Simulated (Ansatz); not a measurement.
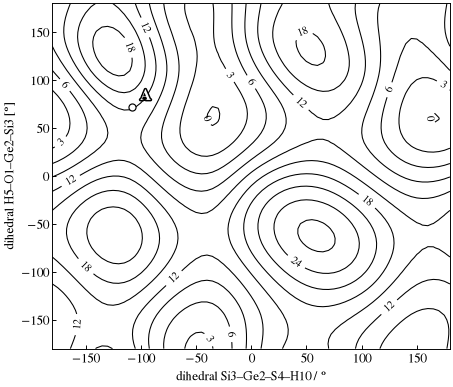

GeH₆OSSi, SMILES [OH][GeH]([SiH3])[SH]. The first coordinate is: dihedral Si3–Ge2–S4–H10; the second: dihedral H5–O1–Ge2–Si3. Nothing is relaxed (all other coordinates rigid). The grid has 10 × 10 points. Points are written as (first, second). Energies are in kJ/mol, from the lowest grid point. Method: RKS PBE-D4/def2-SVP in Ansatz.

In the figure: contour lines labelled in kJ/mol, the point A. Between grid points the surface is interpolated.

### Which way does the force act at A, and how strong is it?

A, at (−108°, 72°), is not a stationary point. The computed force is 0.058 kJ/mol for each degree towards larger values of dihedral Si3–Ge2–S4–H10 and 0.15 kJ/mol for each degree towards smaller values of dihedral H5–O1–Ge2–Si3.
